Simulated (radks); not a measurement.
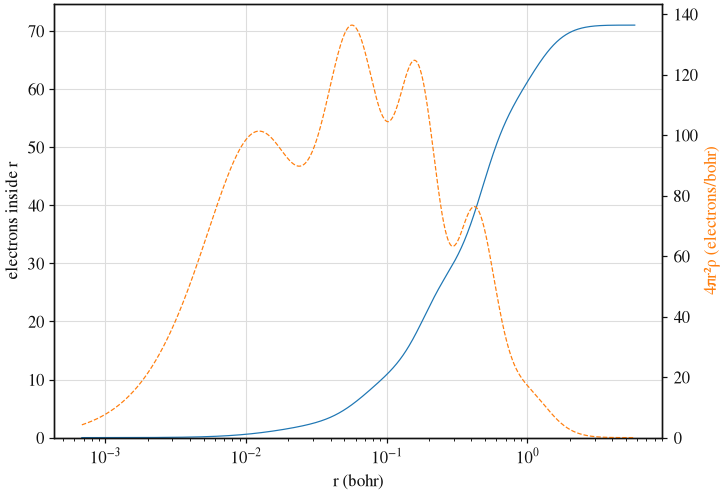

The tungsten ion W³⁺; electrons: [Xe] 4f14 5d3 (high spin). All numbers are computed, not measured: scalar-relativistic Kohn-Sham, r2SCAN, spin-polarised, spherical densities, finite nucleus (the in-house radial solver radks).

The plot shows the number of electrons inside radius r (solid) and the radial density 4πr²ρ (dashed).

**What does the plot show?**

The count levels off at 71 electrons. Half of them lie within 0.378 bohr, 90 % within 1.17 bohr and 99 % within 2.27 bohr. The radial density has minima at 0.0239, 0.102 and 0.295 bohr, where the count stands at 1.9, 11.1 and 29.9; these part the shells that the density resolves.
